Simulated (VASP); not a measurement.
Energy against volume of LiH (rock salt). Computed with AM05 GGA, VASP's PBE PAW potentials (set 64) (plane waves; VASP).

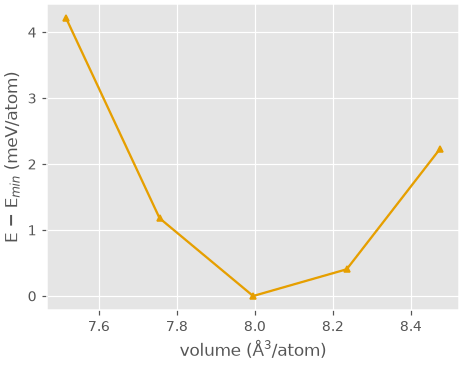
*Energy against volume*

Task: Estimate the equilibrium volume and the bulk modulus.

Result: The minimum lies near 8.0 Å³/atom, and the curvature gives B0 of about 35 GPa.

The compound is LiH in the rock salt structure. It was relaxed first, which changed the volume by -5 %.
